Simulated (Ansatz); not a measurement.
Nudged elastic band, with input and output: BSiH7O

- system: BSiH7O
- method: RKS PBE-D4/def2-SVP (Ansatz 0.2.0)

It belongs to a series of runs on one base structure; here: band between the two ends. Figures and captions count atoms from 1; the log counts them from 0 in places.

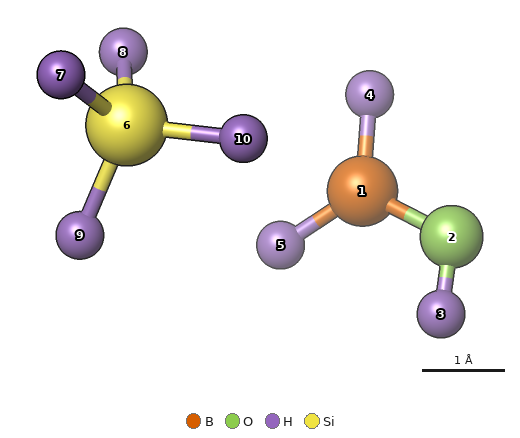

**Figure 1.** The input geometry (ball-and-stick view, seen at a tilt; atoms are numbered from 1 in the order of the input).

**The input**
```yaml
crystal:
  periodic: [false, false, false]
  atoms:
    - { symbol: B, position_ang: [-0.072933, -0.526141, 0.169961] }
    - { symbol: O, position_ang: [-0.281335, -1.479915, 1.111851] }
    - { symbol: H, position_ang: [-1.199805, -1.488529, 1.438326] }
    - { symbol: H, position_ang: [1.053496, -0.455958, -0.283846] }
    - { symbol: H, position_ang: [-0.981132, 0.203119, -0.205574] }
    - { symbol: Si, position_ang: [0.218578, 2.900563, 1.083965] }
    - { symbol: H, position_ang: [0.74069, 4.107086, 1.815781] }
    - { symbol: H, position_ang: [0.933869, 2.758496, -0.228143] }
    - { symbol: H, position_ang: [-1.257535, 3.061966, 0.846702] }
    - { symbol: H, position_ang: [0.458407, 1.674015, 1.923675] }
basis:
  gaussian: { orbitals: def2-SVP }
hamiltonian:
  xc: pbe
  dispersion: d4
neb:
  order_check: false
  images: 7
  f_tol: 0.05
  max_iterations: 60
  final_atoms:
    - { symbol: B, position_ang: [0.14188201, 0.35934704, 0.12956985] }
    - { symbol: O, position_ang: [-0.23634951, -0.41877072, 1.58273694] }
    - { symbol: H, position_ang: [-1.1505818, -0.16877895, 1.8304457] }
    - { symbol: H, position_ang: [1.28008871, -0.03030592, -0.09339098] }
    - { symbol: H, position_ang: [-0.70045863, -0.08498146, -0.63827452] }
    - { symbol: Si, position_ang: [0.01067051, 2.34973661, 0.52659149] }
    - { symbol: H, position_ang: [0.81409964, 2.71587115, 1.76905633] }
    - { symbol: H, position_ang: [0.51216581, 3.24743333, -0.57774727] }
    - { symbol: H, position_ang: [-1.39442664, 2.82033755, 0.86234688] }
    - { symbol: H, position_ang: [0.33520991, -0.03518664, 2.28136357] }
  initial_path:
    images:
      - { positions_ang: [[-0.072933, -0.526141, 0.169961], [-0.281335, -1.479915, 1.111851], [-1.199805, -1.488529, 1.438326], [1.053496, -0.455958, -0.283846], [-0.981132, 0.203119, -0.205574], [0.218578, 2.900563, 1.083965], [0.74069, 4.107086, 1.815781], [0.933869, 2.758496, -0.228143], [-1.257535, 3.061966, 0.846702], [0.458407, 1.674015, 1.923675]] }
      - { positions_ang: [[-0.04510484, -0.39415853, 0.12756926], [-0.21665354, -1.11023387, 1.27372187], [-1.1348781, -1.18966927, 1.59482712], [1.06232621, -0.33845211, -0.35251479], [-0.97855421, 0.15022092, -0.3116741], [0.18670642, 2.70901214, 0.99191409], [0.71054224, 3.62513692, 1.88078268], [0.93737054, 2.79959165, -0.21239331], [-1.25821235, 2.96819046, 0.81036663], [0.34875762, 1.53506369, 1.87009856]] }
      - { positions_ang: [[-0.01727668, -0.26217606, 0.08517751], [-0.15197208, -0.74055274, 1.43559273], [-1.0699512, -0.89080955, 1.75132824], [1.07115643, -0.22094622, -0.42118358], [-0.97597642, 0.09732284, -0.4177742], [0.15483485, 2.51746129, 0.89986318], [0.68039449, 3.14318785, 1.94578436], [0.94087208, 2.8406873, -0.19664363], [-1.2588897, 2.87441491, 0.77403125], [0.23910824, 1.39611238, 1.81652213]] }
      - { positions_ang: [[0.01055148, -0.13019358, 0.04278577], [-0.08729062, -0.37087161, 1.5974636], [-1.0050243, -0.59194982, 1.90782936], [1.07998664, -0.10344033, -0.48985237], [-0.97339863, 0.04442476, -0.52387429], [0.12296327, 2.32591043, 0.80781227], [0.65024673, 2.66123877, 2.01078604], [0.94437361, 2.88178295, -0.18089394], [-1.25956705, 2.78063937, 0.73769588], [0.12945887, 1.25716107, 1.76294569]] }
      - { positions_ang: [[0.03837963, 0.00178889, 0.00039402], [-0.02260916, -0.00119048, 1.75933447], [-0.9400974, -0.29309009, 2.06433048], [1.08881685, 0.01406556, -0.55852116], [-0.97082084, -0.00847333, -0.62997439], [0.09109169, 2.13435958, 0.71576136], [0.62009898, 2.1792897, 2.07578773], [0.94787515, 2.9228786, -0.16514426], [-1.26024439, 2.68686383, 0.7013605], [0.01980949, 1.11820976, 1.70936925]] }
      - { positions_ang: [[0.06425523, 0.09117843, 0.03268798], [-0.07604425, -0.10558554, 1.71518509], [-0.9927185, -0.26201231, 2.00585928], [1.13663482, 0.00297269, -0.44223862], [-0.90323029, -0.02760036, -0.63204942], [0.07098639, 2.18820383, 0.66846889], [0.66859914, 2.31343506, 1.99910488], [0.83894782, 3.00401728, -0.26829501], [-1.29378996, 2.72023226, 0.7416071], [0.09865959, 0.82986066, 1.85236783]] }
      - { positions_ang: [[0.09013082, 0.18056796, 0.06498194], [-0.12947933, -0.2099806, 1.67103571], [-1.0453396, -0.23093452, 1.94738809], [1.18445278, -0.00812018, -0.32595607], [-0.83563974, -0.04672739, -0.63412445], [0.0508811, 2.24204809, 0.62117643], [0.71709931, 2.44758042, 1.92242203], [0.73002048, 3.08515597, -0.37144576], [-1.32733552, 2.75360069, 0.78185369], [0.1775097, 0.54151156, 1.99536641]] }
      - { positions_ang: [[0.11600642, 0.2699575, 0.09727589], [-0.18291442, -0.31437566, 1.62688632], [-1.0979607, -0.19985673, 1.88891689], [1.23227074, -0.01921305, -0.20967353], [-0.76804918, -0.06585443, -0.63619949], [0.0307758, 2.29589235, 0.57388396], [0.76559948, 2.58172578, 1.84573918], [0.62109314, 3.16629465, -0.47459652], [-1.36088108, 2.78696912, 0.82210029], [0.2563598, 0.25316246, 2.13836499]] }
      - { positions_ang: [[0.14188201, 0.35934704, 0.12956985], [-0.23634951, -0.41877072, 1.58273694], [-1.1505818, -0.16877895, 1.8304457], [1.28008871, -0.03030592, -0.09339098], [-0.70045863, -0.08498146, -0.63827452], [0.01067051, 2.34973661, 0.52659149], [0.81409964, 2.71587115, 1.76905633], [0.51216581, 3.24743333, -0.57774727], [-1.39442664, 2.82033755, 0.86234688], [0.33520991, -0.03518664, 2.28136357]] }
```

Hardware: 1 thread of Intel Xeon (Granite Rapids), 32 GiB of memory available, shared host.

Run as:
```bash
ansatz run input.yaml --threads 1 --pin off --max-ram 2048MiB --backend cpu --events-out ev --progress --plain --runs-dir out
```

**Output**
```
Engine: ansatz 0.2.0, x86_64-unknown-linux-gnu
Functional definition: PBE
  parameter kappa = 0.804
  parameter beta = 0.06672455060314922
  exchange = pbe_x(kappa = kappa, mu = beta*pi^2/3)
  correlation = pbe_c(beta = beta)
899 factors; their error is unknown
mean field evaluation 1: about -10698.2499 eV, gradient 4.6e1 eV
mean field evaluation 2: about -10684.0983 eV, gradient 9.7e1 eV
mean field evaluation 4: about -10702.6333 eV, gradient 3.3e0 eV
mean field evaluation 8: about -10702.6179 eV, gradient 3.3e-2 eV
mean field -10702.61786829 eV, -393.3139521645 hartree, gradient 2.7e-5 eV, S^2 0.000000; 0 other end points of the search recorded, 0 dependent functions left out
the calculation of the forces begins
reference -10702.61790551 eV, -393.3139535324 hartree; 17, 17 occupied and 64, 64 virtual orbitals, 899 factors
899 factors; their error is unknown
mean field evaluation 16: about -10691.7533 eV, gradient 6.9e1 eV
mean field -10701.72982101 eV, -393.2813170292 hartree, gradient 2.9e-5 eV, S^2 0.000000; 0 other end points of the search recorded, 0 dependent functions left out
[... from here on the field's lines of each further geometry are left out, up to the last ...]
NEB iter   1: max|band force component| = 7.201e0 eV/Å  barrier→ = 4.4046 eV  barrier← = 3.5483 eV  Δτ_max = 0.2000 Å  (219 SCF iters)
NEB iter   2: max|band force component| = 3.336e0 eV/Å  barrier→ = 2.3627 eV  barrier← = 1.5064 eV  Δτ_max = 0.2000 Å  (215 SCF iters)
NEB iter   3: max|band force component| = 1.381e0 eV/Å  barrier→ = 2.0057 eV  barrier← = 1.1495 eV  Δτ_max = 0.2000 Å  (204 SCF iters)
NEB iter   4: max|band force component| = 2.004e0 eV/Å  barrier→ = 1.9375 eV  barrier← = 1.0813 eV  Δτ_max = 0.0998 Å  (202 SCF iters)
NEB iter   5: max|band force component| = 2.453e0 eV/Å  barrier→ = 1.8740 eV  barrier← = 1.0177 eV  Δτ_max = 0.0500 Å  (183 SCF iters)
NEB iter   6: max|band force component| = 1.548e0 eV/Å  barrier→ = 1.7185 eV  barrier← = 0.8623 eV  Δτ_max = 0.0931 Å  (187 SCF iters)
NEB iter   7: max|band force component| = 7.970e-1 eV/Å  barrier→ = 1.4761 eV  barrier← = 0.6199 eV  Δτ_max = 0.0998 Å  (182 SCF iters)
NEB iter   8: max|band force component| = 6.644e-1 eV/Å  barrier→ = 1.3992 eV  barrier← = 0.5429 eV  CI = image 5  Δτ_max = 0.1013 Å  (185 SCF iters)
NEB iter   9: max|band force component| = 1.046e0 eV/Å  barrier→ = 1.5225 eV  barrier← = 0.6663 eV  CI = image 5  Δτ_max = 0.1003 Å  (183 SCF iters)
NEB iter  10: max|band force component| = 7.532e-1 eV/Å  barrier→ = 1.5593 eV  barrier← = 0.7030 eV  CI = image 5  Δτ_max = 0.1996 Å  (181 SCF iters)
NEB iter  11: max|band force component| = 3.997e-1 eV/Å  barrier→ = 1.6210 eV  barrier← = 0.7648 eV  CI = image 5  Δτ_max = 0.2000 Å  (181 SCF iters)
NEB iter  12: max|band force component| = 5.045e-1 eV/Å  barrier→ = 1.6738 eV  barrier← = 0.8175 eV  CI = image 5  Δτ_max = 0.0785 Å  (182 SCF iters)
NEB iter  13: max|band force component| = 2.070e-1 eV/Å  barrier→ = 1.6542 eV  barrier← = 0.7980 eV  CI = image 5  Δτ_max = 0.0996 Å  (185 SCF iters)
NEB iter  14: max|band force component| = 8.938e-2 eV/Å  barrier→ = 1.6476 eV  barrier← = 0.7914 eV  CI = image 5  Δτ_max = 0.0323 Å  (186 SCF iters)
NEB iter  15: max|band force component| = 7.530e-2 eV/Å  barrier→ = 1.6460 eV  barrier← = 0.7897 eV  CI = image 5  Δτ_max = 0.0617 Å  (189 SCF iters)
NEB iter  16: max|band force component| = 5.080e-2 eV/Å  barrier→ = 1.6455 eV  barrier← = 0.7892 eV  CI = image 5  Δτ_max = 0.1080 Å  (189 SCF iters)
NEB iter  17: max|band force component| = 2.036e-1 eV/Å  barrier→ = 1.6452 eV  barrier← = 0.7889 eV  CI = image 5  Δτ_max = 0.0542 Å  (181 SCF iters)
NEB iter  18: max|band force component| = 3.763e-1 eV/Å  barrier→ = 1.6451 eV  barrier← = 0.7888 eV  CI = image 5  Δτ_max = 0.0272 Å  (169 SCF iters)
the calculation of the forces begins
reference -10701.70133436 eV, -393.2802701641 hartree; 17, 17 occupied and 64, 64 virtual orbitals, 899 factors
899 factors; their error is unknown
mean field evaluation 1152: about -10700.9444 eV, gradient 4.0e-4 eV
mean field -10700.94436248 eV, -393.2524519604 hartree, gradient 1.9e-5 eV, S^2 0.000000; 1 other end points of the search recorded, 0 dependent functions left out
the calculation of the forces begins
reference -10700.94439639 eV, -393.2524532066 hartree; 17, 17 occupied and 64, 64 virtual orbitals, 899 factors
NEB iter  19: max|band force component| = 4.446e-2 eV/Å  barrier→ = 1.6451 eV  barrier← = 0.7888 eV  CI = image 5  Δτ_max = 0.0000 Å  (340 SCF iters)
```

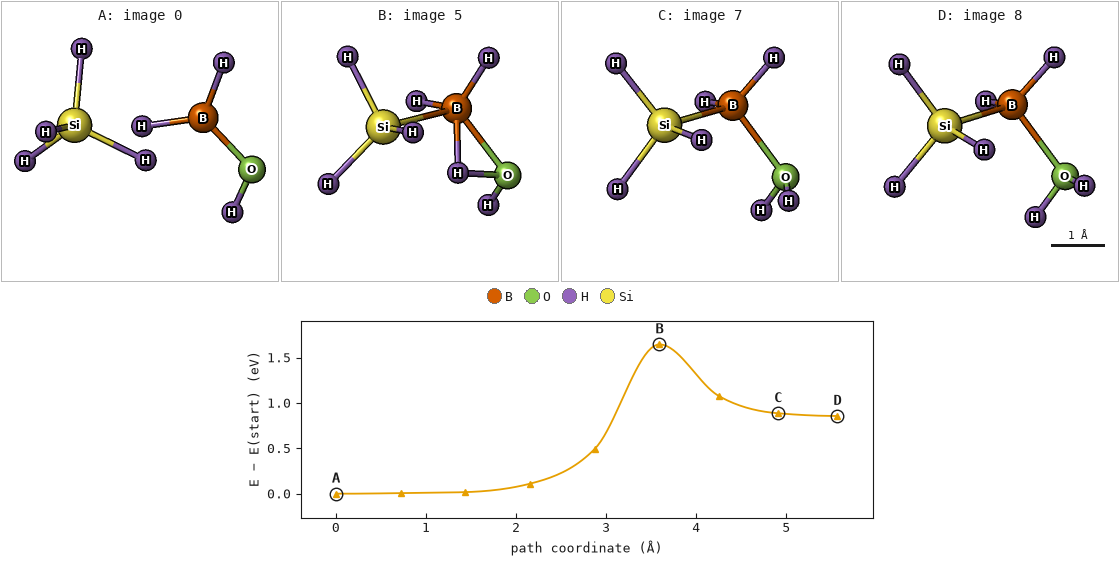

**Figure 2.** Images of the last band (counted from 0; ball-and-stick, seen at a tilt) above the energy along the path; the line is a cubic interpolation that uses the forces. The highest image is number 5, 1.645 eV above the start and 0.789 eV above the end (the climbing image); the end lies 0.856 eV above the start. The path is 5.57 Å long. The band converged in 19 iterations.

```
Total energy: -10701.09004199 eV, -393.2578055838 hartree
Atom 0 at     0.164790     0.230208     0.338051 Å, force     0.004224    -0.006070    -0.007402 eV/Å
Atom 1 at    -0.184498    -0.571030     1.679701 Å, force     0.001668    -0.001477     0.001436 eV/Å
Atom 2 at    -1.126773    -0.822539     1.622774 Å, force    -0.000839     0.001256     0.001076 eV/Å
Atom 3 at     1.342964     0.110976     0.060378 Å, force    -0.000839     0.000955     0.000901 eV/Å
Atom 4 at    -0.676942     0.109468    -0.536644 Å, force    -0.000495    -0.000619     0.000788 eV/Å
Atom 5 at     0.064382     2.357169     0.753899 Å, force     0.000774     0.006240     0.000281 eV/Å
Atom 6 at     1.063259     2.934043     1.723364 Å, force     0.000832    -0.000186     0.000239 eV/Å
Atom 7 at     0.458698     2.752560    -0.643255 Å, force    -0.000345    -0.000260     0.000650 eV/Å
Atom 8 at    -1.283162     2.966141     1.056914 Å, force    -0.000694     0.000687     0.000436 eV/Å
Atom 9 at    -0.210418     0.687707     1.617515 Å, force    -0.004285    -0.000526     0.001595 eV/Å
Dipole moment:    -0.363152    -0.081642     0.183091 e Å
this run last wrote the band of iteration 19 to [file]
```

**The last band as extended XYZ (Å, eV, eV/Å)**
```
10
Properties=species:S:1:pos:R:3:forces:R:3 image=0 energy=-10702.73507
B    -0.0729   -0.5261    0.1700    0.0021  -0.0205   0.0019
O    -0.2813   -1.4799    1.1119   -0.0077   0.0278  -0.0146
H    -1.1998   -1.4885    1.4383    0.0022  -0.0074   0.0026
H     1.0535   -0.4560   -0.2838   -0.0028   0.0023   0.0034
H    -0.9811    0.2031   -0.2056    0.0075  -0.0027   0.0064
Si    0.2186    2.9006    1.0840   -0.0104   0.0014   0.0086
H     0.7407    4.1071    1.8158   -0.0058  -0.0158  -0.0053
H     0.9339    2.7585   -0.2281   -0.0033  -0.0010  -0.0001
H    -1.2575    3.0620    0.8467    0.0217  -0.0026   0.0059
H     0.4584    1.6740    1.9237   -0.0036   0.0184  -0.0088
10
Properties=species:S:1:pos:R:3:forces:R:3 image=1 energy=-10702.72936
B     0.0170   -0.5645    0.1843   -0.0077   0.0313   0.0353
O    -0.2526   -1.4244    1.1983    0.0053  -0.0107  -0.0223
H    -1.2057   -1.4869    1.3921   -0.0014  -0.0015   0.0063
H     1.1889   -0.4336   -0.1143   -0.0021  -0.0148  -0.0090
H    -0.8803    0.0329   -0.3943    0.0012  -0.0080  -0.0102
Si    0.1505    2.9273    1.0770   -0.0041  -0.0036   0.0010
H     0.9819    3.9504    1.7986   -0.0005   0.0049   0.0032
H     0.6805    2.7310   -0.3132    0.0064   0.0003  -0.0022
H    -1.2762    3.3962    1.0143   -0.0019  -0.0034  -0.0027
H     0.2083    1.6263    1.8299    0.0048   0.0056   0.0005
10
Properties=species:S:1:pos:R:3:forces:R:3 image=2 energy=-10702.71798
B     0.1046   -0.5136    0.2440   -0.0187  -0.0428   0.0017
O    -0.2283   -1.3063    1.2957    0.0056   0.0138  -0.0284
H    -1.1915   -1.4332    1.3710    0.0009  -0.0235   0.0079
H     1.2920   -0.3032    0.0806   -0.0006  -0.0081  -0.0004
H    -0.7501   -0.0761   -0.5144    0.0100   0.0021   0.0037
Si    0.0797    2.8819    1.0339   -0.0052   0.0042   0.0027
H     1.1366    3.6295    1.7949    0.0054   0.0235   0.0027
H     0.4858    2.7401   -0.4040    0.0028   0.0035   0.0022
H    -1.2290    3.6159    1.1227    0.0030   0.0139  -0.0019
H    -0.0876    1.5197    1.6483   -0.0032   0.0134   0.0097
10
Properties=species:S:1:pos:R:3:forces:R:3 image=3 energy=-10702.62493
B     0.1277   -0.3051    0.3230    0.0073  -0.1036  -0.0078
O    -0.2045   -1.1021    1.3821   -0.0134  -0.0414  -0.0733
H    -1.1700   -1.2021    1.4621    0.0040  -0.1089  -0.0046
H     1.3146   -0.0915    0.1475   -0.0029  -0.0702   0.0022
H    -0.7083    0.0665   -0.4915   -0.0133  -0.0400   0.0128
Si    0.0572    2.6964    0.9556   -0.0050   0.0627   0.0336
H     1.0900    3.3374    1.8336    0.0048   0.1129   0.0004
H     0.5088    2.6830   -0.4743   -0.0001   0.0033   0.0205
H    -1.2734    3.3806    1.0773    0.0075   0.0998  -0.0002
H    -0.1299    1.2915    1.4573    0.0111   0.0853   0.0165
10
Properties=species:S:1:pos:R:3:forces:R:3 image=4 energy=-10702.24136
B     0.1299   -0.0574    0.4005   -0.0485  -0.4703   0.0937
O    -0.1985   -0.8749    1.4889    0.0363  -0.4785  -0.2679
H    -1.1658   -0.9363    1.5733    0.0083  -0.1947   0.0138
H     1.3209    0.0833    0.1517   -0.0463  -0.0358   0.1105
H    -0.6715    0.1571   -0.5087   -0.0288   0.0372   0.0924
Si    0.0598    2.4962    0.8606   -0.0376   0.2405   0.1469
H     1.0865    3.0412    1.8012    0.0456   0.2161   0.0406
H     0.5020    2.6548   -0.5627   -0.0180  -0.1753   0.0654
H    -1.2935    3.1070    1.0554   -0.0374   0.2127   0.0099
H    -0.1575    1.0839    1.4126    0.1263   0.6482  -0.3054
10
Properties=species:S:1:pos:R:3:forces:R:3 image=5 energy=-10701.09001
B     0.1648    0.2302    0.3381    0.0042  -0.0061  -0.0074
O    -0.1845   -0.5710    1.6797    0.0017  -0.0015   0.0014
H    -1.1268   -0.8225    1.6228   -0.0008   0.0013   0.0011
H     1.3430    0.1110    0.0604   -0.0008   0.0010   0.0009
H    -0.6769    0.1095   -0.5366   -0.0005  -0.0006   0.0008
Si    0.0644    2.3572    0.7539    0.0008   0.0062   0.0003
H     1.0633    2.9340    1.7234    0.0008  -0.0002   0.0002
H     0.4587    2.7526   -0.6433   -0.0003  -0.0003   0.0006
H    -1.2832    2.9661    1.0569   -0.0007   0.0007   0.0004
H    -0.2104    0.6877    1.6175   -0.0043  -0.0005   0.0016
10
Properties=species:S:1:pos:R:3:forces:R:3 image=6 energy=-10701.65844
B     0.1783    0.3563    0.2328    0.0324   0.1321  -0.1013
O    -0.1764   -0.4467    1.6863   -0.0201   0.1384  -0.0041
H    -1.0842   -0.8073    1.6155    0.0192   0.0130  -0.0424
H     1.3161    0.0274   -0.0493    0.0007  -0.0868  -0.0679
H    -0.7063    0.0351   -0.5478    0.0191  -0.0830  -0.0353
Si    0.0972    2.3621    0.6282    0.0333   0.0068  -0.1376
H     1.0879    2.9006    1.6449   -0.0103  -0.0318  -0.0429
H     0.4291    2.9598   -0.7094    0.0151   0.2227  -0.0535
H    -1.2435    2.9294    1.0691    0.0241  -0.0420  -0.0336
H    -0.2859    0.4380    2.1024   -0.1135  -0.2695   0.5186
10
Properties=species:S:1:pos:R:3:forces:R:3 image=7 energy=-10701.84920
B     0.1639    0.3739    0.1770    0.0021   0.0005  -0.0077
O    -0.2166   -0.4289    1.6195   -0.0109   0.0059  -0.0093
H    -1.1901   -0.5168    1.6553   -0.0165   0.0415   0.0056
H     1.2936   -0.0151   -0.0801   -0.0005  -0.0070   0.0014
H    -0.6991   -0.0443   -0.5854    0.0052  -0.0133  -0.0063
Si    0.0705    2.3707    0.5430   -0.0034   0.0013  -0.0155
H     1.0235    2.8146    1.6423   -0.0128  -0.0106   0.0011
H     0.4271    3.1745   -0.6827    0.0026   0.0301   0.0040
H    -1.2839    2.8735    1.0135   -0.0079  -0.0083  -0.0131
H     0.0234    0.1525    2.3701    0.0423  -0.0402   0.0399
10
Properties=species:S:1:pos:R:3:forces:R:3 image=8 energy=-10701.87881
B     0.1419    0.3593    0.1296    0.0042  -0.0106  -0.0163
O    -0.2364   -0.4188    1.5827    0.0091   0.0164   0.0031
H    -1.1506   -0.1688    1.8304   -0.0043   0.0011   0.0011
H     1.2801   -0.0303   -0.0934    0.0004   0.0030   0.0056
H    -0.7005   -0.0850   -0.6383   -0.0006   0.0013   0.0005
Si    0.0107    2.3497    0.5266   -0.0026   0.0092   0.0157
H     0.8141    2.7159    1.7691   -0.0020  -0.0007  -0.0073
H     0.5122    3.2474   -0.5777   -0.0027  -0.0071  -0.0015
H    -1.3944    2.8203    0.8623    0.0056  -0.0035   0.0018
H     0.3352   -0.0352    2.2814   -0.0071  -0.0091  -0.0026
```

**Key numbers**

| quantity | value |
| --- | --- |
| outcome | converged |
| barrier, forward | 1.645 eV |
| barrier, backward | 0.789 eV |
| wall time | 2.2 min |
| peak memory | 0.16 GiB |

**Notes**

The order of the saddle point was not checked.
